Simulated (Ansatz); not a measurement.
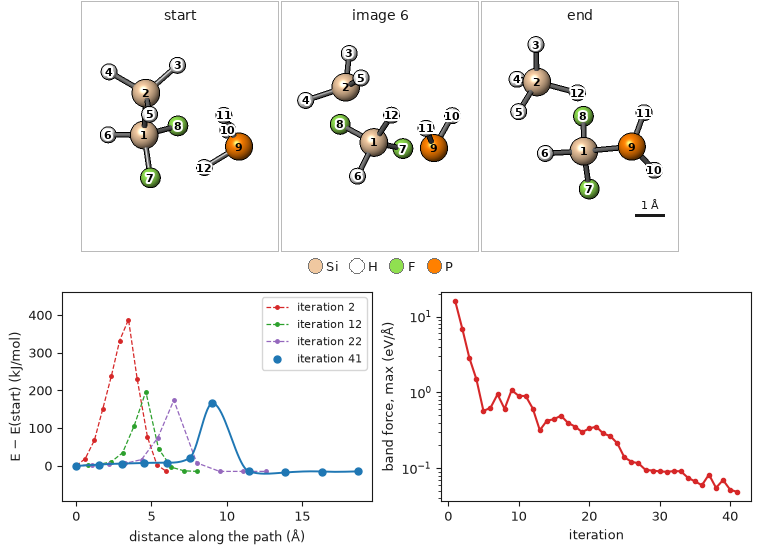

NEB run on Si2PH7F2, made up of Si2H4F2 and PH₃. Images are numbered from 0 (start) to 10 (end). The plot follows the band through its iterations. A ball-and-stick model, seen from a free direction.

Method: RKS LDA/def2-SVP (Ansatz 0.2.0). Set-up: 9 movable images; climbing image; force threshold 0.05 eV/Å; iteration limit 60; starting path by straight interpolation.

> Judge this run.

The run is converged, with reservations. The band converged in 41 iterations. The largest component of the band force went from 16 to 0.049 eV/Å. The climbing image converged on the top of the path. Its curvatures weren't checked. The straight starting path can push atoms close together and costs iterations. The first iteration put the highest image at 871.7 kJ/mol. Forward barrier 166.3 kJ/mol, backward barrier 180.9 kJ/mol, with image 6 at the top; the reaction energy is −14.6 kJ/mol. Image 8 lies below both ends, at −17.5 kJ/mol, which points to an intermediate minimum that so few images don't resolve.

Limits of the set-up: the start holds two separate molecules, 2.3 Å apart at their closest, whose relative position is a soft coordinate and is computed without a dispersion correction.
